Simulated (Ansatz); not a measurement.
Electronic density of states of amorphous Ga24O37Mg, density 4.94 g/cm³, on a 2×2×2 Γ-centred mesh with a Gaussian width of 0.1 eV; energies count from the Fermi level, whose place inside the gap is arbitrary. Cell and mesh are small, so fine structure isn't converged. These are PBE, scalar-relativistic without spin-orbit coupling (plane waves to 420 eV, PAW; Ansatz, a quantum-chemistry and plane-wave program) values and carry that method's errors. Sampling: a 2×2×2 Γ-centred mesh; Fermi-Dirac width 0.02 eV; no spin polarisation. At PBE the levels at the filled edge of the gap are localised (band-tail or defect states), and the nearest spread-out levels lie 1.9 eV apart at the zone centre.

Preparation: random packing, a CHGNet melt and quench, and a DFT relaxation. O atoms were pushed apart under 1.9 Å during the dynamics, to hinder bonds among them. The hot cell started wider than the set density and was brought back towards it in steps. It is the lowest in DFT energy of 2 quenches. It is a model cell: composition and starting density were chosen by hand, and all elements were melted together. No dispersion term was used. Its density started from a set value of 4.94 and ended at 4.94 g/cm³. Cooling (nominally 280 K/ps over its main leg) ran many orders faster than in experiment, which tends to leave more defects and strain. One small periodic cell is one sample of the glass; other quenches scatter about these values. The volume was held where the preparation left it and the shape relaxed, at a PBE pressure of 0.5 GPa. Stress components on the final sampling reach 0.6 GPa.

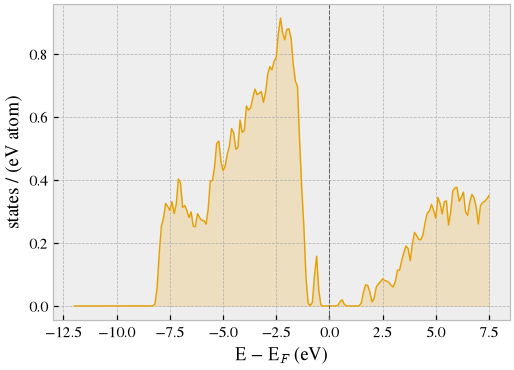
Fig. 1. Density of states per atom

The level gap on this mesh is 1.18 eV; the broadening fills part of it in the curve.
